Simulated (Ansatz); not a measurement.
Partial pair distribution functions of a relaxed model of amorphous Hf$_{18}$O$_{38}$Ti, broadened by 0.06 Å; density 8.71 g/cm³. These are PBE, scalar-relativistic without spin-orbit coupling (plane waves to 420 eV, PAW; Ansatz, a quantum-chemistry and plane-wave program) values and carry that method's errors.

Preparation: random packing, a CHGNet melt and quench, and a DFT relaxation. O atoms were pushed apart under 1.9 Å during the dynamics, to hinder bonds among them. The hot cell started wider than the set density and was brought back towards it in steps. It is the lowest in DFT energy of 2 quenches. It is a model cell: composition and starting density were chosen by hand, and all elements were melted together. No dispersion term was used. Its density started from a set value of 8.71 and ended at 8.71 g/cm³. The quench (nominally 300 K/ps over its main leg) was far faster than any real one, so the model tends to hold more defects than a real film. Values belong to this one cell and scatter from quench to quench. The volume was held where the preparation left it and the shape relaxed, at a PBE pressure of 2.1 GPa. Stress components on the final sampling reach 2.3 GPa. On a 2×2×2 Γ-centred mesh force components of up to 0.14 eV/Å stay, since the relaxation ran on the zone centre alone.

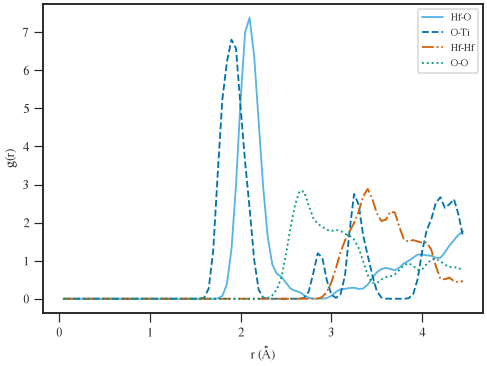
Figure: Partial pair distribution functions

Highest peaks under 4.5 Å: Hf-O near 2.10 Å, O-Ti near 1.90 Å, Hf-Hf near 3.40 Å, O-O near 2.65 Å; pairs of few atoms are noisy.

Within 2.76 Å each Hf has 6.33 O neighbours on average.
